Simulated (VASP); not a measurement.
Band structure of AlP (space group P6_3mc). Computed with LDA (Ceperley-Alder, Perdew-Zunger), VASP's LDA PAW potentials (set 64) (plane waves; VASP).

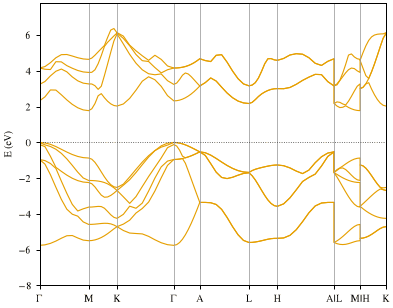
Figure. Bands along high-symmetry lines, zero at the valence-band maximum or, without a gap, the Fermi level

### Question
Read the plot: is there a gap, and where are the band edges?

### Answer
The gap is indirect, 1.78 eV, from the valence maximum at Γ to the conduction minimum at M. (Edges off the drawn lines would not show.)

The structure comes from a computed database's AlP entry (P6_3mc); how it stands against other phases isn't given here. It was relaxed first.
